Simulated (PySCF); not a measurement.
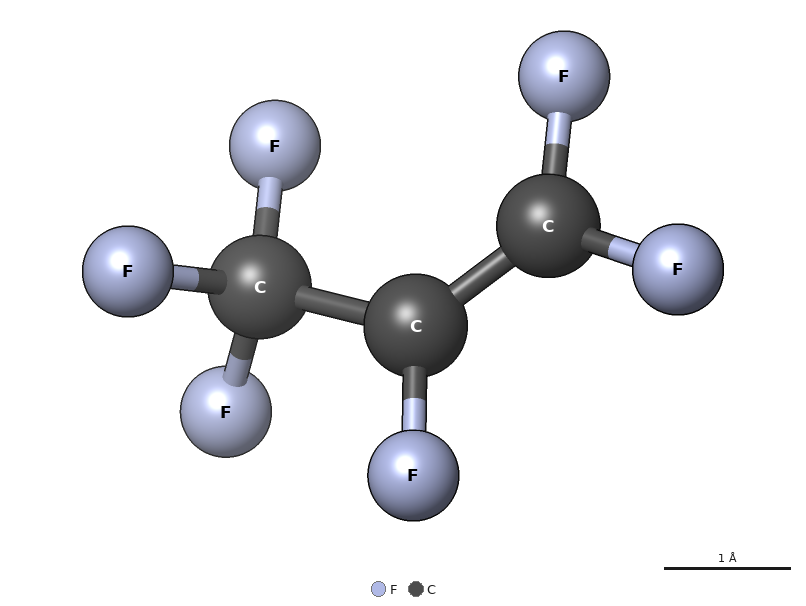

The picture shows a molecular structure as a ball-and-stick model.

The geometry was computed by an optimisation with PBE0-D3(BJ)/def2-SVP. No frequency run is at hand to confirm it as a minimum.

What does the picture show?

The molecule is C3F6. SMILES: `FC(F)=C(F)C(F)(F)F`. It has no ring. Among its groups: alkene, C–F bond. Coordination: 2 C trigonal planar; 1 C tetrahedral.

The parts below concern this one geometry. Atoms keep their numbers from picture to picture.

Shape

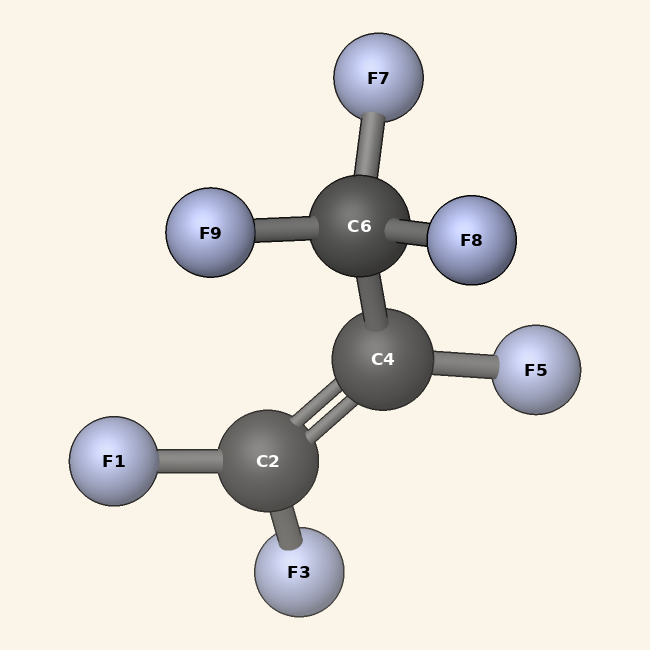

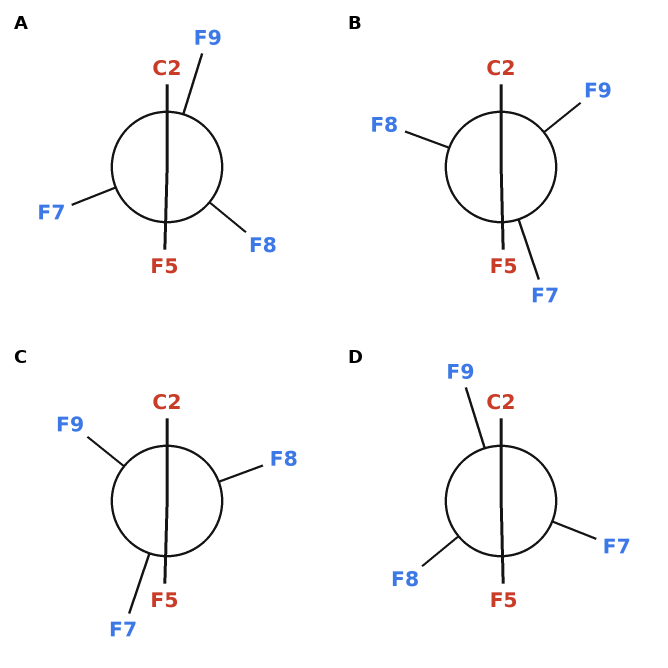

Atoms fade into the background with distance from the viewer. Bonds that would overlap in a projection are set slightly apart. No frequency run is at hand to confirm it as a minimum.

> Which Newman projection shows the view along C4–C6, with C4 in front?

A. The torsion angle F5–C4–C6–F7 is 67°, synclinal (gauche).

Electronic properties

No frequency run is at hand to confirm it as a minimum. Method: HF/def2-SVPD, gas phase (PySCF 2.14.0). Excitations: vertical, linear response.

> Estimate the mean static polarisability.

38.4 bohr³.

> What is the HOMO energy (Kohn–Sham orbital)?

−11.73 eV.

> Estimate the dipole moment.

1.12 D.

> Estimate the lowest vertical singlet excitation.

8.01 eV.

Bond orders

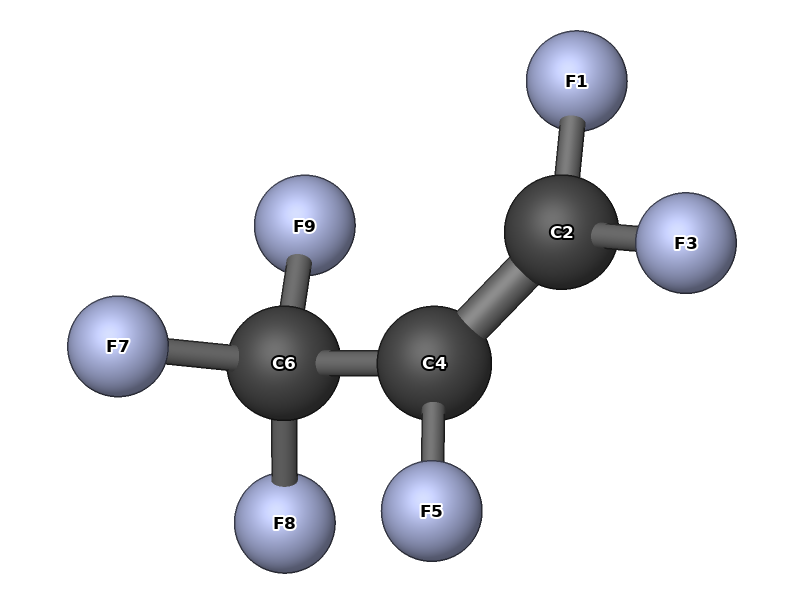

The thickness of each stick grows with its Mayer bond order. No frequency run is at hand to confirm it as a minimum. Computed with PBE0/pcSseg-0 (PySCF 2.14.0).

> Which bond has the highest Mayer bond order?

C2–C4, 1.63, at a length of 1.335 Å.

> Which bond has the lowest Mayer bond order?

C4–F5, 0.80, at 1.328 Å.

List the Mayer bond orders of F1–C2, C2–F3, C2–C4, C4–F5, C4–C6, C6–F7, C6–F8, C6–F9.

```csv
bond,Mayer order,length (Å)
F1–C2,0.92,1.300
C2–F3,0.93,1.301
C2–C4,1.63,1.335
C4–F5,0.80,1.328
C4–C6,0.94,1.500
C6–F7,0.95,1.333
C6–F8,0.94,1.331
C6–F9,0.91,1.328
```

NMR shielding

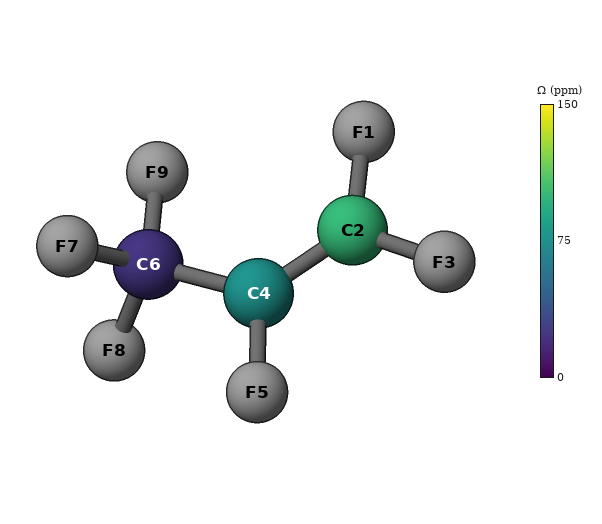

The C atoms are coloured by the span of their shielding tensor. No frequency run is at hand to confirm it as a minimum. Properties computed with GIAO PBE0/def2-TZVP NMR shielding, non-relativistic, gas phase (PySCF 2.14.0). Principal shieldings σ11 ≤ σ22 ≤ σ33, span Ω = σ33 − σ11, skew κ = 3(σiso − σ22)/Ω.

> Which C atom has the most anisotropic shielding?

C2, with a span of 101 ppm.

Give the shielding tensors of the C atoms.

```json
{"atom": "C2", "σ11": "−36.7", "σ22": "43.2", "σ33": "64.1", "σiso": "23.5", "Ω": "100.7", "κ": "−0.59"}
{"atom": "C4", "σ11": "21.7", "σ22": "60.2", "σ33": "97.4", "σiso": "59.7", "Ω": "75.7", "κ": "−0.02"}
{"atom": "C6", "σ11": "46.9", "σ22": "61.5", "σ33": "69.9", "σiso": "59.4", "Ω": "23.0", "κ": "−0.27"}
```

Shieldings and span in ppm.

Charges

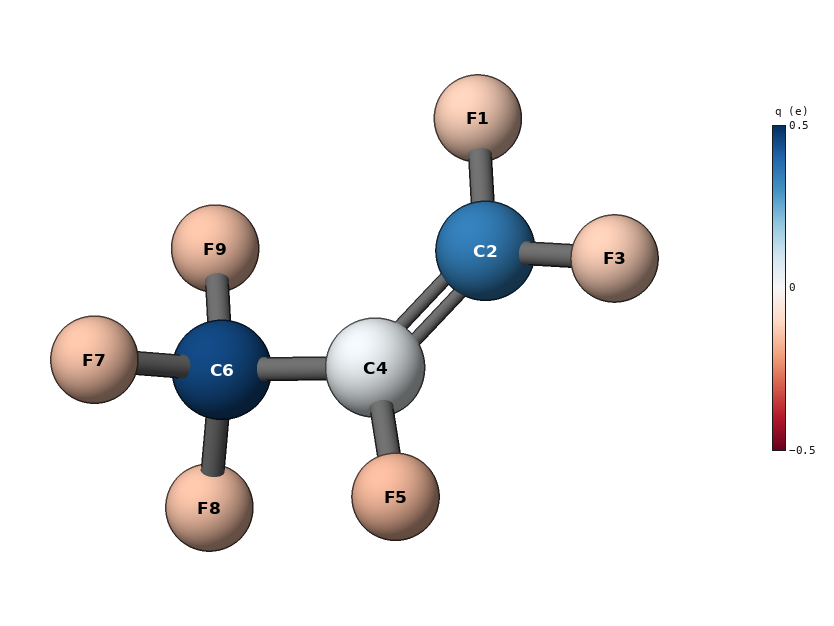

Atoms are coloured by their Mulliken charges. No frequency run is at hand to confirm it as a minimum. Level of theory: PBE0/def2-TZVP, gas phase (PySCF 2.14.0).

List the Mulliken charges.

```json
{"atom": "F1", "value (e)": "−0.12"}
{"atom": "C2", "value (e)": "0.35"}
{"atom": "F3", "value (e)": "−0.12"}
{"atom": "C4", "value (e)": "0.03"}
{"atom": "F5", "value (e)": "−0.16"}
{"atom": "C6", "value (e)": "0.45"}
{"atom": "F7", "value (e)": "−0.14"}
{"atom": "F8", "value (e)": "−0.14"}
{"atom": "F9", "value (e)": "−0.14"}
```

Mulliken values depend strongly on the basis set and can even reverse the polarity of a bond.
